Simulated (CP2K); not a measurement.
Consider 4-aminopyridine at its PBE geometry (Å).

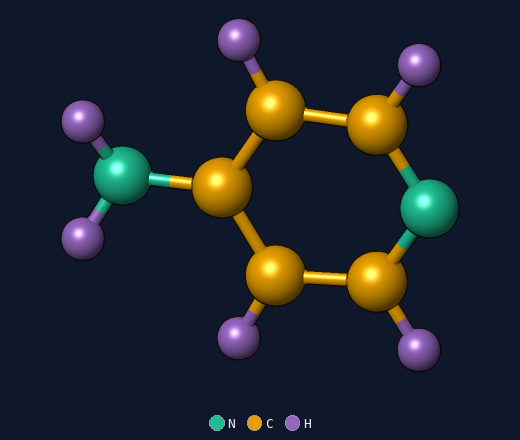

The molecule (nitrogen teal, carbon orange, hydrogen purple).

```xyz
13

N     2.0607   -0.2319    0.3595
C     0.7052   -0.0786    0.1222
C    -0.0212    0.9988    0.6643
C    -1.3949    1.0690    0.4452
N    -2.1071    0.1703   -0.2627
C    -1.3972   -0.8526   -0.7791
C    -0.0238   -1.0249   -0.6229
H     2.5751   -0.8425   -0.2659
H     2.5769    0.5917    0.6490
H     0.4807    1.7677    1.2533
H    -1.9639    1.9025    0.8661
H    -1.9670   -1.5853   -1.3572
H     0.4766   -1.8841   -1.0719
```

Method: CP2K XAS_TDP, all-electron GAPW, PBEh(45%), aug-cc-pVDZ, TDA, GW2X-corrected core level, no relativity.

Predict the bright core excitations at the N K edge.

Leading lines: N1 403.67 eV and N5 399.85 eV. The leading line of an atom is its first one with 35 % of the strongest within 2.5 eV of its lowest line over the strength cut. Core ionisation energies at this level: N1 406.49 and N5 404.79 eV.

The first six lines of each atom with a strength over 0.0015:

```
                    atom  energy (eV)  states  strength, one atom  above the computed threshold
N1 (bonded to C and 2 H)       403.50       1              0.0070                              
                               403.67       1              0.0131                              
                               404.31       1              0.0222                              
                               404.75       1              0.0034                              
                               406.07       1              0.0104                              
                               406.08       1              0.0043                              
      N5 (bonded to 2 C)       399.85       1              0.0488                              
                               405.43       1              0.0038                           yes
                               406.12       1              0.0020                           yes
                               406.35       1              0.0018                           yes
                               406.65       1              0.0020                           yes
                               406.71       1              0.0016                           yes
```

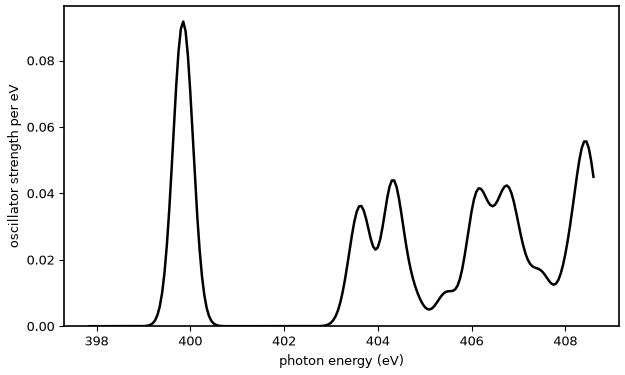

All atoms added, broadened by 0.5 eV.

Lines are vertical, at one geometry, with no vibrational structure. GW2X ionisation energies and lines can be off by 1 to 2 eV either way, and a good line position may hide errors that cancel. These values hold no scalar relativity, about 0.2 eV for N 1s. Rydberg lines, and the discretised continuum above threshold, depend on the basis and the box.

[Banner, clock and machine lines of the logs are left out without a mark of their own.]

[Logs are printed without paths, hosts, clocks, repeated set-up lines and the standing remarks that a program may print on its own settings, such as how far it seeks lower states.]

[Hosts, paths, dates, database ids (printed as entryN), source tags and the programs' standing remarks are cut or masked in the printed files.]
